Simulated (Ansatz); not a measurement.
# C5H12Si (vinyltrimethylsilane) at PBE0/6-31G(d) (spherical functions)

What is the electronic atomisation energy of C5H12Si (vinyltrimethylsilane) at PBE0/6-31G* (spherical functions)? 

The calculation is run with Ansatz 0.2.0.

31 further runs of the same task are left out: 31 set aside as unsound or not needed.

**1. The structure to begin with**

C5H12Si: 18 atoms, total charge 0, spin state singlet. As SMILES, `C=C[Si](C)(C)C`. The shape is that of a PBE0-D4/def2-TZVP optimisation. This is one conformer, not always the lowest.

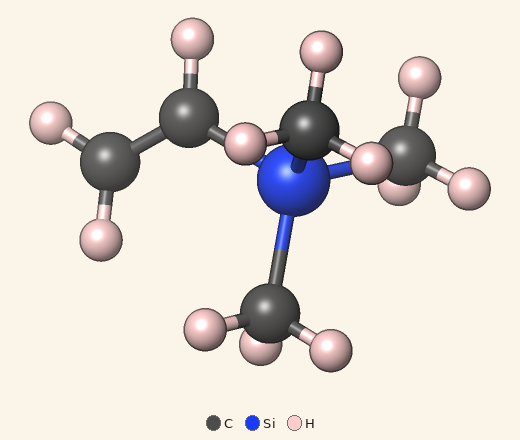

The structure, seen from a chosen angle (carbon dark grey, silicon blue, hydrogen pink).

**2. The energy at PBE0/6-31G(d) (spherical functions)**

molecule.yaml reads:

```yaml
crystal:
  periodic: [false, false, false]
  atoms:
    - symbol: C
      position_ang: [-2.463470, -0.560850, 0.441110]
    - symbol: C
      position_ang: [-1.600000, 0.041460, -0.372240]
    - symbol: Si
      position_ang: [0.250010, 0.097990, -0.111240]
    - symbol: C
      position_ang: [0.693770, -0.817270, 1.461280]
    - symbol: C
      position_ang: [0.791320, 1.889350, 0.012330]
    - symbol: C
      position_ang: [1.095130, -0.702450, -1.581740]
    - symbol: H
      position_ang: [-3.533840, -0.570330, 0.252000]
    - symbol: H
      position_ang: [-2.138230, -1.076560, 1.340760]
    - symbol: H
      position_ang: [-2.008990, 0.536650, -1.254490]
    - symbol: H
      position_ang: [0.218540, -0.365270, 2.335650]
    - symbol: H
      position_ang: [1.775050, -0.792910, 1.621980]
    - symbol: H
      position_ang: [0.389440, -1.865980, 1.413780]
    - symbol: H
      position_ang: [0.321910, 2.383320, 0.866720]
    - symbol: H
      position_ang: [1.875770, 1.963820, 0.132240]
    - symbol: H
      position_ang: [0.516990, 2.446350, -0.887640]
    - symbol: H
      position_ang: [0.807560, -1.752570, -1.676110]
    - symbol: H
      position_ang: [0.825840, -0.197420, -2.513330]
    - symbol: H
      position_ang: [2.183160, -0.657310, -1.481070]
basis:
  gaussian:
    orbitals: 6-31G_st_-spherical.json
hamiltonian:
  xc: pbe0
accuracy: high
output: {orbitals: {seedname: orbitals}}
```

The basis set 6-31G* is read from a file made from the Basis Set Exchange's data (not shown).

On the command line:

```
$ ansatz run molecule.yaml --threads 1 --pin off --max-ram 3480MiB --events-out events.jsonl --progress --plain --runs-dir runs
```

Standard output:

```text
Warning: RAYON_NUM_THREADS=1 ignored (pool sized by the plan → 1); use --threads N
Functional definition: PBE0
  name "PBE0"
  parameter a = 0.25
  parameter kappa = 0.804
  parameter beta = 0.06672455060314922
  exchange = (1 - a)*pbe_x(kappa = kappa, mu = beta*pi^2/3) + a*exact_x
  correlation = pbe_c(beta = beta)
2859 factors; integrals over basis functions are off by at most 4.2e-9 eV
mean field evaluation 1: about -13236.6388 eV, gradient 6.8e1 eV
mean field evaluation 2: about -13236.0524 eV, gradient 6.8e1 eV
mean field evaluation 4: about -13247.8288 eV, gradient 3.2e0 eV
mean field evaluation 8: about -13248.2413 eV, gradient 1.2e-1 eV
mean field evaluation 16: about -13248.2414 eV, gradient 2.9e-5 eV
mean field -13248.24138663 eV, -486.8638909780 hartree, gradient 4.1e-8 eV, S^2 0.000000; 0 other end points of the search recorded, 0 dependent functions left out
reference -13248.24138899 eV, -486.8638910647 hartree; 28, 28 occupied and 84, 84 virtual orbitals, 2859 factors
Total energy: -13248.24138899 eV, -486.8638910647 hartree
```

It took 10 s on 1 thread of Intel Xeon 6975P-C (Granite Rapids), shared host; peak memory 0.53 GiB.

**3. The C atom**

input.yaml reads:

```yaml
crystal:
  periodic: [false, false, false]
  atoms:
    - symbol: C
      position_ang: [0.000000, 0.000000, 0.000000]
basis:
  gaussian:
    orbitals: 6-31G_st_-spherical.json
magnetization:
  spin_polarized: true
  initial_magnetization: 2
hamiltonian:
  xc: pbe0
accuracy: high
```

The basis set 6-31G* is read from a file made from the Basis Set Exchange's data (not shown).

Run the same way, it converges to -37.79246 Eh (log not shown).

**4. The H atom**

in.yaml reads:

```yaml
crystal:
  periodic: [false, false, false]
  atoms:
    - {symbol: H, position_ang: [0.000000, 0.000000, 0.000000]}
basis:
  gaussian:
    orbitals: "6-31G*"
magnetization:
  spin_polarized: true
  initial_magnetization: 1
hamiltonian:
  xc: pbe0
accuracy: high
```

Run the same way, it converges to -0.49911 Eh (log not shown).

**5. The Si atom at the same level**

job.yaml reads:

```yaml
crystal:
  periodic: [false, false, false]
  atoms:
    - {symbol: Si, position_ang: [0.000000, 0.000000, 0.000000]}
basis:
  gaussian:
    orbitals: 6-31G_st_-spherical.json
hamiltonian:
  xc: pbe0
accuracy: high
magnetization:
  spin_polarized: true
  initial_magnetization: 2
```

The basis set 6-31G* is read from a file made from the Basis Set Exchange's data (not shown).

Run the same way, it converges to -289.22845 Eh (log not shown).

**6. What came out**

Level: PBE0/6-31G* (spherical functions).

| quantity | value |
| --- | --- |
| molecule: total energy | -486.86389 Eh |
| molecule: HOMO energy | -7.33 eV |
| molecule: LUMO energy | 0.37 eV |
| molecule: HOMO–LUMO gap | 7.69 eV |
| C atom: total energy | -37.79246 Eh |
| C atom: ⟨S²⟩ | 2.002 |
| H atom: total energy | -0.49911 Eh |
| H atom: ⟨S²⟩ | 0.750 |
| Si atom: total energy | -289.22845 Eh |
| Si atom: ⟨S²⟩ | 2.002 |
| electronic atomisation energy | 73.031 eV |

What this shows: Taking the molecule apart into free atoms costs 73.03 eV (7046 kJ/mol), before zero-point energy and without spin-orbit coupling.
